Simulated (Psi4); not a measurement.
# Geometry relaxation, with input and output: SiH2F (part 3 of 3)

SiH2F, multiplicity 2, SMILES F[SiH2]; HF/6-31G**, UHF (Psi4 1.11). The geometry comes from this level: GFN2-xTB.

Geometry of the input (Å):
```
F  1.2056  0.6475  -0.4255
Si -0.1221  -0.2649  -0.2469
H  -1.2199  0.6785  -0.2616
H  0.1365  -1.0611  0.9340
```

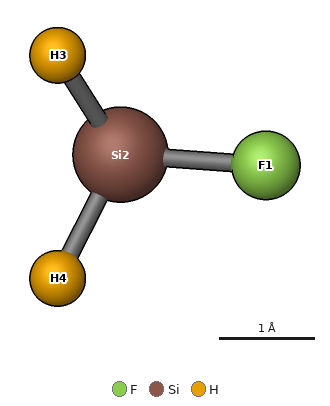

Figure 1. The geometry at step 2 of the log (ball-and-stick view, seen at a tilt; atoms are numbered from 1 in the order of the input).

Log, continued:
```
	 Z (Atomic Numbers)          Masses                          Geom
	       9.000000            18.998403          0.04682293  0.02682920 -1.88697152
	      14.000000            27.976927          0.04682293  0.02682920  1.13409738
	       1.000000             1.007825          0.04682293 -2.61140092  2.04444507
	       1.000000             1.007825         -2.22926795  1.36087563  2.04444578

	 - Coordinate -           - BOHR/RAD -       - ANG/DEG -
	 R(1,2)           =         3.021069           1.598681
	 R(2,3)           =         2.790876           1.476868
	 R(2,4)           =         2.790879           1.476869
	 B(1,2,3)         =         1.903063         109.037506
	 B(1,2,4)         =         1.903063         109.037506
	 B(3,2,4)         =         1.923525         110.209885
	 O(1,2,3,4)       =         0.964069          55.237071
	 O(3,2,1,4)       =        -0.953673         -54.641418
	 O(4,2,1,3)       =         0.953673          54.641418

	        --- Internal Coordinate Step in ANG or DEG, aJ/ANG or AJ/DEG ---
	-------------------------------------------------------------------------------
	           Coordinate      Previous         Force          Change          New
	           ----------      --------        ------          ------        ------
	               R(1,2)       1.59868       -0.00017        0.00035       1.59903
	               R(2,3)       1.47687       -0.00179       -0.00060       1.47627
	               R(2,4)       1.47687       -0.00180       -0.00060       1.47627
	             B(1,2,3)     109.03751       -0.00003       -0.20291     108.83460
	             B(1,2,4)     109.03751       -0.00003       -0.20290     108.83460
	             B(3,2,4)     110.20989        0.00005        0.44423     110.65412
	           O(1,2,3,4)      55.23707        0.00003        0.18789      55.42496
	           O(3,2,1,4)     -54.64142        0.00001        0.14779     -54.49363
	           O(4,2,1,3)      54.64142       -0.00001       -0.14779      54.49363
	-------------------------------------------------------------------------------

	                                 ==> Convergence Check <==

	Measures of convergence in internal coordinates in au.

	Criteria marked as inactive (o), active & met (*), and active & unmet ( ).

	----------------------------------------------------------------------------------------------
	   Step    Total Energy     Delta E     Max Force     RMS Force      Max Disp      RMS Disp
	----------------------------------------------------------------------------------------------
	  Convergence Criteria     1.00e-06 *    3.00e-04 *             o    1.20e-03 *             o
	----------------------------------------------------------------------------------------------
	     3    -389.52577955   -3.44e-04      6.46e-04      3.18e-04 o    7.75e-03      3.53e-03 o  ~
	----------------------------------------------------------------------------------------------

Next Geometry in Ang
	Fragment 1 (Ang)

	    F   0.0236057772   0.0135261647  -0.9962472619
	   Si   0.0236658074   0.0135606819   0.6027805505
	    H   0.0272981530  -1.3836462721   1.0794054004
	    H  -1.1799146453   0.7232047431   1.0794053283

    Structure for next step:
    Molecular point group: c1
    Full point group: C1

    Geometry (in Angstrom), charge = 0, multiplicity = 2:

    F
    SI            1    1.599028
    H             2    1.476270      1  108.834598
    H             2    1.476270      3  110.654116      1  119.545260

gradient() will perform analytic gradient computation.

  ==> Geometry <==

    Molecular point group: c1
    Full point group: C1

    Geometry (in Angstrom), charge = 0, multiplicity = 2:

       Center              X                  Y                   Z               Mass
    ------------   -----------------  -----------------  -----------------  -----------------
         F            0.024722150537     0.014080816622    -0.998543260575    18.998403162730
         SI           0.024722150537     0.014080816622     0.600484553343    27.976926534650
         H            0.024722150537    -1.383141100714     1.077079378523     1.007825032230
         H           -1.177036426510     0.726825785972     1.077079464860     1.007825032230

  Running in c1 symmetry.

  Rotational constants: A =      4.41125  B =      0.52201  C =      0.48984 [cm^-1]
  Rotational constants: A = 132246.06653  B =  15649.50524  C =  14685.09187 [MHz]
  Nuclear repulsion =   55.759628425541045

  Charge       = 0
  Multiplicity = 2
  Electrons    = 25
  Nalpha       = 13
  Nbeta        = 12

   => Auxiliary Basis Set <=

  Basis Set: (6-31G** AUX)
    Blend: CC-PVDZ-JKFIT
    Number of shells: 78
    Number of basis functions: 261
    Number of Cartesian functions: 261
    Spherical Harmonics?: false
    Max angular momentum: 3

  Minimum eigenvalue in the overlap matrix is 7.5984202759E-03.
  Reciprocal condition number of the overlap matrix is 1.5180074464E-03.
    Using symmetric orthogonalization.

  ==> Iterations <==

                           Total Energy        Delta E     RMS |[F,P]|

   @DF-UHF iter   0:  -389.52600438750017   -3.89526e+02   6.31811e-05
   @DF-UHF iter   1:  -389.52578332343523    2.21064e-04   1.38038e-05 DIIS
   @DF-UHF iter   2:  -389.52578370327336   -3.79838e-07   7.69857e-06 DIIS
   @DF-UHF iter   3:  -389.52578380066092   -9.73876e-08   3.59399e-06 DIIS
   @DF-UHF iter   4:  -389.52578386578432   -6.51234e-08   1.19000e-06 DIIS
   @DF-UHF iter   5:  -389.52578387525386   -9.46955e-09   2.70035e-07 DIIS
   @DF-UHF iter   6:  -389.52578387562090   -3.67038e-10   9.56993e-08 DIIS
   @DF-UHF iter   7:  -389.52578387566791   -4.70095e-11   3.34265e-08 DIIS
   @DF-UHF iter   8:  -389.52578387567382   -5.91172e-12   9.03031e-09 DIIS
  Energy and wave function converged.

  ==> Post-Iterations <==

   @Spin Contamination Metric:   2.167278330E-03
   @S^2 Expected:                7.500000000E-01
   @S^2 Observed:                7.521672783E-01
   @S   Expected:                5.000000000E-01
   @S   Observed:                5.000000000E-01

    Orbital Energies [Eh]
    ---------------------

    Alpha Occupied:

       1A    -68.817392     2A    -26.285752     3A     -6.172739
       4A     -4.284244     5A     -4.276165     6A     -4.274675
       7A     -1.580357     8A     -0.769873     9A     -0.667389
      10A     -0.658731    11A     -0.626878    12A     -0.496490
      13A     -0.347028

    Alpha Virtual:

      14A      0.120221    15A      0.185804    16A      0.233108
      17A      0.285065    18A      0.367078    19A      0.372287
      20A      0.509333    21A      0.778013    22A      0.783965
      23A      0.827535    24A      0.833349    25A      1.032691
      26A      1.295692    27A      1.402802    28A      1.552040
      29A      1.600986    30A      1.613657    31A      1.840614
      32A      2.132191    33A      2.137186    34A      2.187097
      35A      2.260483    36A      2.335953    37A      2.455737
      38A      2.514644    39A      2.541657    40A      2.859695
      41A      3.102955    42A      3.216082    43A      3.330826
      44A      4.427419

    Beta Occupied:

       1A    -68.811588     2A    -26.282238     3A     -6.163587
       4A     -4.272644     5A     -4.271055     6A     -4.263050
       7A     -1.571072     8A     -0.744709     9A     -0.655559
      10A     -0.639863    11A     -0.599556    12A     -0.480579

    Beta Virtual:

      13A      0.048176    14A      0.143096    15A      0.216202
      16A      0.252507    17A      0.305462    18A      0.393124
      19A      0.426652    20A      0.529432    21A      0.811574
      22A      0.820136    23A      0.856266    24A      0.881734
      25A      1.054145    26A      1.307693    27A      1.415687
      28A      1.556397    29A      1.614256    30A      1.615567
      31A      1.843315    32A      2.134410    33A      2.139147
      34A      2.190108    35A      2.269138    36A      2.346594
      37A      2.463173    38A      2.522719    39A      2.548163
      40A      2.867143    41A      3.109276    42A      3.224021
      43A      3.342173    44A      4.430543

    Final Occupation by Irrep:
              A
    DOCC [    12 ]
    SOCC [     1 ]
    NA   [    13 ]
    NB   [    12 ]

  @DF-UHF Final Energy:  -389.52578387567382

   => Energetics <=

    Nuclear Repulsion Energy =             55.7596284255410453
    One-Electron Energy =                -652.5576097016869426
    Two-Electron Energy =                 207.2721974004720948
    Total Energy =                       -389.5257838756738238

  UHF NO Occupations:
  HONO-2 :   11  A 1.9999039
  HONO-1 :   12  A 1.9990951
  HONO-0 :   13  A 1.0000000
  LUNO+0 :   14  A 0.0009049
  LUNO+1 :   15  A 0.0000961
  LUNO+2 :   16  A 0.0000539
  LUNO+3 :   17  A 0.0000127

Computation Completed

Properties will be evaluated at   0.000000,   0.000000,   0.000000 [a0]

Properties computed using the SCF density matrix

 Multipole Moments:

 ------------------------------------------------------------------------------------
     Multipole            Electronic (a.u.)      Nuclear  (a.u.)        Total (a.u.)
 ------------------------------------------------------------------------------------

 L = 1.  Multiply by 2.5417464519 to convert [e a0] to [Debye]
 Dipole X            :          1.1688118           -1.1030422            0.0657696
 Dipole Y            :          0.6657114           -0.6282518            0.0374597
 Dipole Z            :         -2.3564991            2.9745295            0.6180304
 Magnitude           :                                                    0.6226480

 ------------------------------------------------------------------------------------

	total time  =          1 seconds =       0.02 minutes

         ------------------------------------------------------------
                                   SCF GRAD
         ------------------------------------------------------------

  ==> Geometry <==

    Molecular point group: c1
    Full point group: C1

    Geometry (in Angstrom), charge = 0, multiplicity = 2:

       Center              X                  Y                   Z               Mass
    ------------   -----------------  -----------------  -----------------  -----------------
         F            0.024722150537     0.014080816622    -0.998543260575    18.998403162730
         SI           0.024722150537     0.014080816622     0.600484553343    27.976926534650
         H            0.024722150537    -1.383141100714     1.077079378523     1.007825032230
         H           -1.177036426510     0.726825785972     1.077079464860     1.007825032230

  Nuclear repulsion =   55.759628425541045

   => Auxiliary Basis Set <=

  Basis Set: (6-31G** AUX)
    Blend: CC-PVDZ-JKFIT
    Number of shells: 78
    Number of basis functions: 261
    Number of Cartesian functions: 261
    Spherical Harmonics?: false
    Max angular momentum: 3

  -Total Gradient:
     Atom            X                  Y                   Z
    ------   -----------------  -----------------  -----------------
       1       -0.000006999065    -0.000003982895    -0.000118005257
       2       -0.000027828354    -0.000015875279     0.000164196598
       3        0.000037570072    -0.000025475052    -0.000023099336
       4       -0.000002742653     0.000045333226    -0.000023092003

	total time  =          0 seconds =       0.00 minutes

    			-----------------------------------------

    			 OPTKING 3.0: for geometry optimizations

    			        with contributions from

    			-----------------------------------------

	                            ===> Fragment 1 <==

	 Z (Atomic Numbers)          Masses                          Geom
	       9.000000            18.998403          0.04671809  0.02660889 -1.88697329
	      14.000000            27.976927          0.04671809  0.02660889  1.13475135
	       1.000000             1.007825          0.04671809 -2.61375787  2.03538504
	       1.000000             1.007825         -2.22427649  1.37350168  2.03538520

	 - Coordinate -           - BOHR/RAD -       - ANG/DEG -
	 R(1,2)           =         3.021725           1.599028
	 R(2,3)           =         2.789745           1.476270
	 R(2,4)           =         2.789745           1.476270
	 B(1,2,3)         =         1.899522         108.834598
	 B(1,2,4)         =         1.899522         108.834601
	 B(3,2,4)         =         1.931279         110.654116
	 O(1,2,3,4)       =         0.967348          55.424958
	 O(3,2,1,4)       =        -0.951093         -54.493628
	 O(4,2,1,3)       =         0.951093          54.493626

	        --- Internal Coordinate Step in ANG or DEG, aJ/ANG or AJ/DEG ---
	-------------------------------------------------------------------------------
	           Coordinate      Previous         Force          Change          New
	           ----------      --------        ------          ------        ------
	               R(1,2)       1.59903       -0.00097       -0.00019       1.59884
	               R(2,3)       1.47627       -0.00014       -0.00002       1.47625
	               R(2,4)       1.47627       -0.00014       -0.00002       1.47625
	             B(1,2,3)     108.83460        0.00000        0.02131     108.85591
	             B(1,2,4)     108.83460        0.00000        0.02131     108.85592
	             B(3,2,4)     110.65412       -0.00001       -0.06090     110.59321
	           O(1,2,3,4)      55.42496       -0.00000       -0.01272      55.41224
	           O(3,2,1,4)     -54.49363       -0.00000       -0.03005     -54.52368
	           O(4,2,1,3)      54.49363        0.00000        0.03005      54.52368
	-------------------------------------------------------------------------------

	                                 ==> Convergence Check <==

	Measures of convergence in internal coordinates in au.

	Criteria marked as inactive (o), active & met (*), and active & unmet ( ).

	----------------------------------------------------------------------------------------------
	   Step    Total Energy     Delta E     Max Force     RMS Force      Max Disp      RMS Disp
	----------------------------------------------------------------------------------------------
	  Convergence Criteria     1.00e-06 *    3.00e-04 *             o    1.20e-03 *             o
	----------------------------------------------------------------------------------------------
	     4    -389.52578388   -4.32e-06      1.18e-04 *    5.34e-05 o    1.06e-03 *    4.88e-04 o  ~
	----------------------------------------------------------------------------------------------

Next Geometry in Ang
	Fragment 1 (Ang)

	    F   0.0248132938   0.0141327113  -0.9986801875
	   Si   0.0249120730   0.0141890157   0.6001560202
	    H   0.0243510025  -1.3828162536   1.0773121003
	    H  -1.1769463443   0.7263408451   1.0773122031

    Final optimized geometry and variables:
    Molecular point group: c1
    Full point group: C1

    Geometry (in Angstrom), charge = 0, multiplicity = 2:

    F
    SI            1    1.599028
    H             2    1.476270      1  108.834598
    H             2    1.476270      3  110.654116      1  119.545260

  Variable Map:
  ----------------------------------------------------------------------------
  "CURRENT ENERGY"           =>    -389.525783875674
  "CURRENT REFERENCE ENERGY" =>    -389.525783875674
  "DD SOLVATION ENERGY"      =>       0.000000000000
  "HF KINETIC ENERGY"        =>     389.251113610062
  "HF POTENTIAL ENERGY"      =>    -778.776897485736
  "HF TOTAL ENERGY"          =>    -389.525783875674
  "HF VIRIAL RATIO"          =>       2.000705637713
  "NUCLEAR REPULSION ENERGY" =>      55.759628425541
  "ONE-ELECTRON ENERGY"      =>    -652.557609701687
  "OPTIMIZATION ITERATIONS"  =>       4.000000000000
  "PCM POLARIZATION ENERGY"  =>       0.000000000000
  "PE ENERGY"                =>       0.000000000000
  "SCF ITERATION ENERGY"     =>    -389.525783875674
  "SCF ITERATIONS"           =>       8.000000000000
  "SCF TOTAL ENERGY"         =>    -389.525783875674
  "TWO-ELECTRON ENERGY"      =>     207.272197400472

  Array Variable Map:
  ----------------------------------------------------------------------------
  "CURRENT DIPOLE"           =>       0.065769551987 ... 0.618030436813 1 by 3
  "CURRENT GRADIENT"         =>      -0.000006999065 ... -0.000023092003 4 by 3
  "HF TOTAL GRADIENT"        =>      -0.000006999065 ... -0.000023092003 4 by 3
  "SCF DIPOLE"               =>       0.065769551987 ... 0.618030436813 1 by 3
  "SCF TOTAL ENERGIES"       =>    -389.526004387500 ... -389.525783875674 1 by 9
  "SCF TOTAL GRADIENT"       =>      -0.000006999065 ... -0.000023092003 4 by 3

    Psi4 run time: 0:00:02.32

[set-up sections that repeat, and orbital energies of the middle runs, are left out above]
```

Standard output:
```
Optimizer: Optimization complete!
```

Trajectory as extended XYZ (Å, eV, eV/Å), 4 frames, from step=0 to step=3:
```
4
Properties=species:S:1:pos:R:3:forces:R:3 step=0 energy=-10599.45247
F     1.2056    0.6475   -0.4255   -0.4453  -0.3964  -0.0716
Si   -0.1221   -0.2649   -0.2469    1.4181   0.5119  -0.8647
H    -1.2199    0.6785   -0.2616   -0.6433   0.1436   0.3296
H     0.1365   -1.0611    0.9340   -0.3294  -0.2591   0.6066
4
Properties=species:S:1:pos:R:3:forces:R:3 step=1 energy=-10599.52709
F     1.2029    0.6436   -0.4262   -0.2409  -0.1842   0.0075
Si   -0.1146   -0.2618   -0.2489    0.4181   0.2101  -0.1599
H    -1.2824    0.6434   -0.2552   -0.0217  -0.0979   0.1395
H     0.0421   -1.0386    0.9981   -0.1555   0.0720   0.0129
4
Properties=species:S:1:pos:R:3:forces:R:3 step=2 energy=-10599.53644
F     1.1998    0.6401   -0.4263   -0.0026   0.0032   0.0067
Si   -0.1097   -0.2599   -0.2501   -0.0336  -0.0106   0.0203
H    -1.2994    0.6152   -0.2520    0.0173   0.0046  -0.0143
H    -0.0200   -0.9962    1.0270    0.0189   0.0027  -0.0127
4
Properties=species:S:1:pos:R:3:forces:R:3 step=3 energy=-10599.53656
F     1.1997    0.6402   -0.4262   -0.0049  -0.0036   0.0003
Si   -0.1101   -0.2600   -0.2500    0.0073   0.0040  -0.0023
H    -1.2962    0.6189   -0.2525   -0.0001  -0.0016   0.0021
H    -0.0124   -0.9992    1.0241   -0.0023   0.0012  -0.0001
```

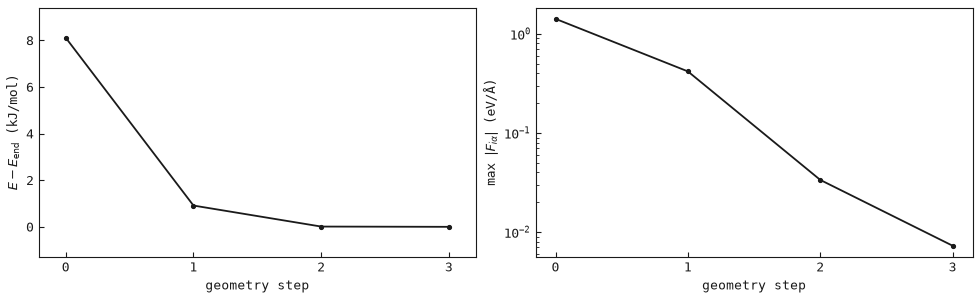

Figure 2. Progress of the relaxation, step by step (steps are counted from 0).

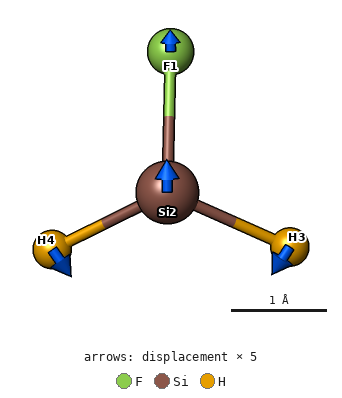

Figure 3. The starting structure with the displacements as blue arrows, magnified 5 times (ball-and-stick view, seen on its broad side). The two geometries are laid on each other by the best rigid fit. After 3 geometry steps the energy has fallen by 8.11 kJ/mol. Largest force component: 1.4 eV/Å at the start, 0.0073 eV/Å at the end. The largest moves after the best rigid fit, 0.072 Å, are those of Si2, H3 and H4. Largest moves by element: H 0.072 Å, Si 0.072 Å, F 0.048 Å. Among the contacts that change: Si2–H3 1.448 → 1.476 Å, F1–Si2 1.621 → 1.599 Å. Among the angles that change: H3–Si2–H4 120.2° → 110.7°, F1–Si2–H3 104.7° → 108.8°. (Atoms are counted from 1 in the order of the input.)

Summary:

```csv
quantity,value
outcome,converged
total energy,−389.525784 hartree
⟨S²⟩,0.752
dipole moment,1.58 D
wall time,3.3 s
peak memory,0.21 GiB
```
